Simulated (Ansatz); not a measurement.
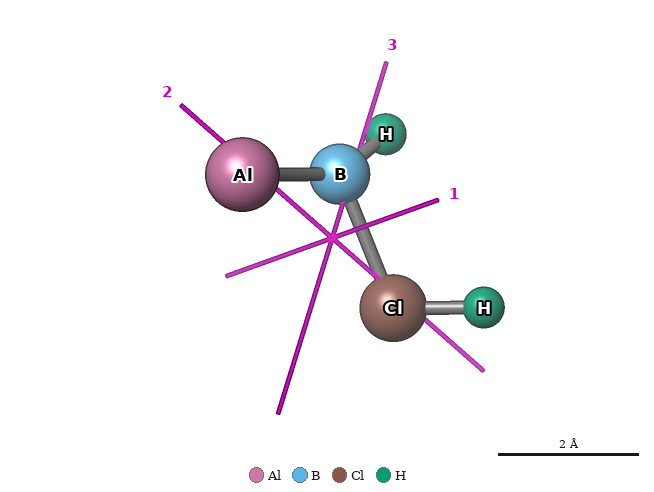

The three principal axes of inertia are drawn and numbered. Atoms fade into the background with distance from the viewer. State: neutral, doublet. The computed structure is the end point of a PBE0-D4/def2-TZVP optimisation. No frequency run is at hand to confirm it as a minimum. Masses are those of the most abundant isotopes; constants are for the rigid equilibrium geometry.

**Which line is the a axis (least moment of inertia), which b and which c?**

a is line 2, b is line 3, c is line 1; the moments are 20.6, 178, 196 u Å².

**Classify the rotor and give the rotational constants (GHz).**

An asymmetric top (C1): A = 24.6, B = 2.84, C = 2.58 GHz. Ray's parameter κ is −0.98, close to the prolate limit.
